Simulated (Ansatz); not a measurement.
Take C in the diamond structure (space group Fd-3m, No. 227; a = 3.5538 Å) as the base.

Perturbation: the cell is scaled by 1.0050 in all directions; the atoms relax in the strained cell.

The values are results of Ansatz (an electronic-structure program), PBEsol, PAW, cutoff 420 eV, without spin-orbit coupling, not measurements.

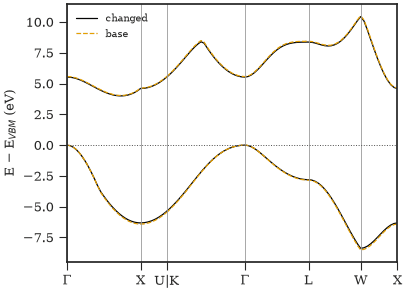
Figure. Highest valence and lowest conduction band along the path, each from its own valence-band maximum

Q: From the figure, how large is the changed gap, and is it direct?

A: About 4.0 eV, indirect, Γ → Γ–X (75 % along).

Whether these cells are dynamically stable was not tested.
